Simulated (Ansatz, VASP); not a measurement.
# Cross-check of Zr (Zr(0001)) between VASP and Ansatz

One calculation is typed for both programs; each brings its own data sets and cutoff. How far apart do they land?

Method: plane waves, with VASP 6.6.1 beside it; single point at PBEsol, in Ansatz 0.2.0.

In doubt: too few empty bands were carried, so the values of those runs are not to be relied on.

## 1. The starting structure

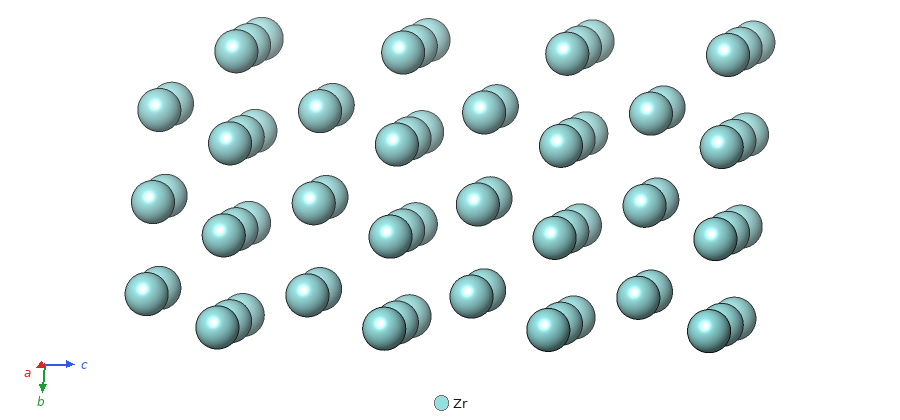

The starting structure, seen from the side, with the c axis across the page (zirconium light teal). 2×3×1 cells are drawn. Some periodic images of atoms are drawn too.

The cell holds 8 atoms: 8 Zr. Its edges and angles: a = 3.186 Å, b = 3.186 Å, c = 32.908 Å, α = 90.0°, β = 90.0°, γ = 60.0°. It derives from Zr. As first built, before any earlier steps moved the atoms: 8 layers of hcp Zr, cut at this functional's lattice. Vacuum lies along c.

## 2. Ansatz: single point, PBEsol

Ansatz runs on its default PAW (the set named soft_2) files.

A single point gives forces, pressure and levels at one fixed geometry, so differences don't come from the geometry; what else differs is listed under the comparison.

input.yaml

```yaml
crystal:
  lattice:
    - [3.1860636942, 0.0, 0.0]
    - [1.5930318471, 2.7592120973, 0.0]
    - [0.0, 0.0, 32.9083637282]
  atoms:
    - { symbol: Zr, position: [0.66666667, 0.66666667, 0.2304095565] }
    - { symbol: Zr, position: [0.0, 0.0, 0.3034969946] }
    - { symbol: Zr, position: [0.66666667, 0.66666667, 0.3828209986] }
    - { symbol: Zr, position: [0.0, 0.0, 0.4616151136] }
    - { symbol: Zr, position: [0.66666667, 0.66666667, 0.5383848864] }
    - { symbol: Zr, position: [0.0, 0.0, 0.6171790014] }
    - { symbol: Zr, position: [0.66666667, 0.66666667, 0.6965030054] }
    - { symbol: Zr, position: [0.0, 0.0, 0.7695904435] }
hamiltonian:
  xc: pbesol
  pseudopotentials: { kind: paw }
kpoints:
  mp_grid: { grid: [12, 12, 1] }
scf:
  occupations: { method: methfessel_paxton, width: 0.15 }
  n_extra_bands: 6
efield:
  axis: 3
  dipole_correction: true
  ramp_width: 0.04
output:
  forces: true
  eigenvalues: true
  write_density: true
  write_potential: true
  elf: true
  volumetric_format: npy
```

The run is started by

```sh
ansatz run input.yaml --threads 4 --pin off --max-ram 9216MiB --backend cpu --events-out ev --progress --plain --runs-dir out
```

Numbers of over 12 decimals in the logs are rounded to 6 here.

Log:

```text
scf.n_extra_bands = 6 over 48 filled bands (N_el = 96.0): the run solves 54 bands
Engine: ansatz 0.2.0, aarch64-unknown-linux-gnu
Pseudopotentials: kind: paw
Pseudopotential: Zr, paw, valence charge 12, recommended cutoff 420 eV (normal), Zr.paw.azcp
Functional definition: PBEsol
  exchange = pbesol_x
  correlation = pbesol_c
Crystal: 8 atoms, lattice volume = 289.298 Å³
Basis set: ecut = 420 eV, 5713 PW (Γ), exchange–correlation on 48×48×450 points (8 copies of the dense FFT grid, shifted against one another)
Bands: 54, of which v1, the nominal top of the filled ones, is band 48 counted from 1 (47 counted from 0)
Symmetry: 6 space group operations
k-points: 19 of 144 (time reversal used)
Non-local potential: Zr, projectors of the file, l = 0: 3, l = 1: 2, l = 2: 2, l = 3: 2
PAW form: soft (Blöchl's): semilocal exchange-correlation on the pseudo side does not see the compensation charge
PAW frozen core: Zr, regenerated for the run's functional, and the local potential with it (the file was generated under x = pbe(κ = 0.804, μ = 0.219515), c = pbe(β = 0.066725))
PAW one-centre angular grid: Zr, 590 points (default); XC on 64 Gauss nodes
Initial density: superposition of atomic densities (neutral atoms: chi_scale 0, normalization atom), corrected by the library's trained network
Initial wavefunctions: pseudopotential atomic-orbital guess
Functional: x = pbesol(κ = 0.804, μ = 0.123457), c = pbesol(β = 0.046)
SCF iter   1: F=—  HF=-33027.263361 eV  |F-HF|=—  |Δ(HF+E_count)|=         —  Δρ=8.61e-3  dr2=1.20e1  ethr=1.77e-3  p=0.000 e·Å  D=1.10e-13 V/Å  ΔV_dip=-0.00 eV  dr2_dipole=3.45e-5  V_vac-E_F(+/−)=4.49/4.49 eV  ⟨swp⟩=7.3  Hψ=4421  notcnv=0
efield: sawtooth ramp at fractional position 0.9800 (placed from the atoms, in the widest stretch of the axis that holds none; the zero of the levels goes with the place), width 0.0400; the density the first Hamiltonian is built on has a dipole p = 0.000 e·Å; the dipole correction subtracts the counter field D = 1.10e-13 V/Å, which shifts the + side's vacuum level by -0.00 eV against the − side's; the planar-averaged density in the ramp window peaks in size at 5.5e-5 e/Å³
preconditioner: auto → LDOS  [metal: Δε(μ)=0.016 eV  Ē_g=2.256 eV  σ=0.150 eV  W_gap=0.09  n_scr=22 (ndim 8)  ℏωp=12.3 eV  f_vac=0.335  D(μ)=10.30/eV (n_scr^D=92)  β→1.0]
SCF iter   2: F=—  HF=-33027.166233 eV  |F-HF|=—  |Δ(HF+E_count)|=   9.71e-2  S|Δr|=    0.00e0  Δρ=2.90e-3  dr2=5.15e-1  ethr=1.77e-3  p=0.000 e·Å  D=6.65e-5 V/Å  ΔV_dip=-0.00 eV  dr2_dipole=1.19e-4  V_vac-E_F(+/−)=4.26/4.26 eV  ⟨swp⟩=1.6  Hψ=1245  notcnv=0
SCF iter   3: F=—  HF=-33027.157116 eV  |F-HF|=—  |Δ(HF+E_count)|=   9.12e-3  S|Δr|=    0.00e0  Δρ=6.06e-4  dr2=7.64e-3  ethr=5.37e-4  p=-0.000 e·Å  D=-5.10e-6 V/Å  ΔV_dip=0.00 eV  dr2_dipole=2.14e-7  V_vac-E_F(+/−)=4.31/4.31 eV  ⟨swp⟩=1.3  Hψ=1035  notcnv=0
SCF iter   4: F=—  HF=-33027.157756 eV  |F-HF|=—  |Δ(HF+E_count)|=   6.40e-4  S|Δr|=    0.00e0  Δρ=1.93e-4  dr2=6.96e-4  ethr=7.96e-6  p=-0.000 e·Å  D=-4.23e-6 V/Å  ΔV_dip=0.00 eV  dr2_dipole=1.03e-6  V_vac-E_F(+/−)=4.29/4.29 eV  ⟨swp⟩=2.4  Hψ=1198  notcnv=0
SCF iter   5: F=—  HF=-33027.157790 eV  |F-HF|=—  |Δ(HF+E_count)|=   3.42e-5  S|Δr|=    0.00e0  Δρ=5.96e-5  dr2=6.76e-5  ethr=7.25e-7  p=-0.000 e·Å  D=-1.80e-6 V/Å  ΔV_dip=0.00 eV  dr2_dipole=7.78e-8  V_vac-E_F(+/−)=4.29/4.29 eV  ⟨swp⟩=2.2  Hψ=1258  notcnv=0
SCF iter   6: F=—  HF=-33027.157437 eV  |F-HF|=—  |Δ(HF+E_count)|=   3.53e-4  S|Δr|=    0.00e0  Δρ=1.76e-5  dr2=4.05e-6  ethr=7.04e-8  p=-0.000 e·Å  D=-1.62e-6 V/Å  ΔV_dip=0.00 eV  dr2_dipole=7.44e-11  V_vac-E_F(+/−)=4.29/4.29 eV  ⟨swp⟩=2.3  Hψ=1311  notcnv=0
SCF iter   7: F=—  HF=-33027.157437 eV  |F-HF|=—  |Δ(HF+E_count)|=   2.29e-7  S|Δr|=    0.00e0  Δρ=6.23e-6  dr2=5.49e-7  ethr=4.22e-9  p=-0.000 e·Å  D=-1.51e-6 V/Å  ΔV_dip=0.00 eV  dr2_dipole=1.12e-9  V_vac-E_F(+/−)=4.29/4.29 eV  ⟨swp⟩=2.5  Hψ=1553  notcnv=0
SCF iter   8: F=-33027.157437 eV  HF=-33027.157437 eV  |F-HF|=3.12e-8  |Δ(HF+E_count)|=   8.75e-9  S|Δr|=    0.00e0  Δρ=1.79e-6  dr2=3.71e-8  ethr=1.04e-10  p=-0.000 e·Å  D=-1.45e-6 V/Å  ΔV_dip=0.00 eV  dr2_dipole=1.21e-11  V_vac-E_F(+/−)=4.29/4.29 eV  ⟨swp⟩=19.2  Hψ=9115  notcnv=0
WARN: the bands leave out some 2.299e-3 electrons a cell, over the threshold 1e-3 (by scf.eigensolver.empty_state_threshold): the first level above them, at 7.6155 eV, would hold -6.471e-2 of 2 at k-index 18, k = (0.3333, -0.3333, 0.0000) — raise scf.n_extra_bands (try 60 bands in all)
SCF 1 converged in 8 iterations: F = -33027.157437 eV  dr2 = 3.71e-8
  greatest PAW one-centre occupation: 0.997 electrons in one spin orbital (limit 2), on the Zr atom at site 7 (counted from 0), in its partial waves of l = 0
WARN: The output density's exchange-correlation potential varies sharply where the density is thin. Do not read a vacuum level from v_tot or v_xc, or from such a field of the output density. On a cell that repeats whose density bears no net charge and no dipole along the vacuum's axis use v_es (v_loc + v_h of the components); under efield.dipole_correction with no amplitude use v_es + v_field, which holds any externa [...]
SCF converged after 8 iterations
Stability not checked: this state was not tested for a lower state beside it, because cold or Methfessel-Paxton smearing, or corrected tetrahedra, fill the levels in a way that the test cannot read (fill_not_monotonic; see scf.lower_state_search)
Free energy (F): -33027.157437 eV
Harris-Foulkes:  -33027.157437 eV  (|F-HF|=3.12e-8)
Internal energy: -33027.168057 eV  (E = F + TS)
E sigma→0 (E₀):  -33027.160092 eV
Entropy (-TS):   0.010620 eV (1.327 meV/atom)
Fermi energy:    7.451283 eV
Dipole field:    D = -0.000005 V/Å  (p = -0.000009 e·Å, saw-weighted, corrected)
Work function:   Φ+ = 4.2902 eV   Φ− = 4.2901 eV
Levels:          The Fermi level and band energies are counted from a zero that moves with the ramp; work functions are not
--- Per-component energies (eV) ---
  E_band       = -1395.301467
  E_kinetic    = 2663.684000
  E_local      = -80925.018057  (includes V_loc(G=0)·N_el)
  E_nonlocal   = 660.755158
  E_hartree    = 39190.117868
  E_xc         = -1281.020923
  E_vxc        = -1519.299693  (∫ρ·V_xc dr)
  E_paw        = -23202.734699  (= ΣΔE_a)
  E_vpaw       = -655.626638  (= ΣTr[D̂ρ^β])
  E_aug_tail   = 0.000189  (compensation charges beyond the density's cutoff)
  E_efield     = 0.000000  (sawtooth field / dipole correction)
  E_vefield    = 0.000000  (∫n·V_field dr)
  E_ewald      = 29865.722644
  E_core_change = 1.325764  (= ΣΔE_core)
  E_smearing   = 0.010620  (= −TS)
  E_closure    = -0.000000  (closes the sum)
  Σ components = -33027.157437   (vs F -33027.157437, Δ=0.00e0)
--- Forces (eV/Å), atoms counted from 1 ---
  atom   1  Zr     0.00000000     0.00000000     0.03789874
  atom   2  Zr     0.00000000    -0.00000000    -0.00455664
  atom   3  Zr    -0.00000000     0.00000000     0.01024947
  atom   4  Zr     0.00000000    -0.00000000    -0.00682477
  atom   5  Zr     0.00000000     0.00000000     0.00683373
  atom   6  Zr     0.00000000    -0.00000000    -0.01034238
  atom   7  Zr    -0.00000000     0.00000000     0.00462472
  atom   8  Zr     0.00000000    -0.00000000    -0.03788568
  max |Σ_I F_I| component: 2.82e-6 eV/Å
--- Band table (eV; the first three rows and the last of 19) ---
  k-point 0: bands = [... 44 lower, 8.0301, 8.0342, 8.1474, 8.1474, 8.1912, 8.1912, 8.2128, 8.2128, ... 2 higher]
  k-point 1: bands = [... 44 lower, 7.7300, 7.8461, 7.8791, 7.9558, 8.0131, 8.2036, 8.2498, 8.3027, ... 2 higher]
  k-point 2: bands = [... 44 lower, 7.2036, 7.2681, 7.3511, 7.5599, 7.6996, 7.8551, 7.9615, 8.1405, ... 2 higher]
  k-point 18: bands = [... 44 lower, 6.3668, 6.6046, 6.6047, 7.4821, 7.4822, 7.5248, 7.5249, 7.5820, ... 2 higher]
```

Run time: 11 s. Hardware: 4 threads of Arm Neoverse V1, shared host; peak memory 0.76 GiB; 42 s of CPU time.

(Part 1 of 2 ends here.)

[Lines on the potential files, build, host, timing and source positions are cut from VASP's logs without a mark.]

[Logs are printed without paths, hosts, clocks, repeated set-up lines and the standing remarks that a program may print on its own settings, such as how far it seeks lower states.]

[Hosts, paths, dates, database ids (printed as entryN), source tags and the programs' standing remarks are cut or masked in the printed files.]
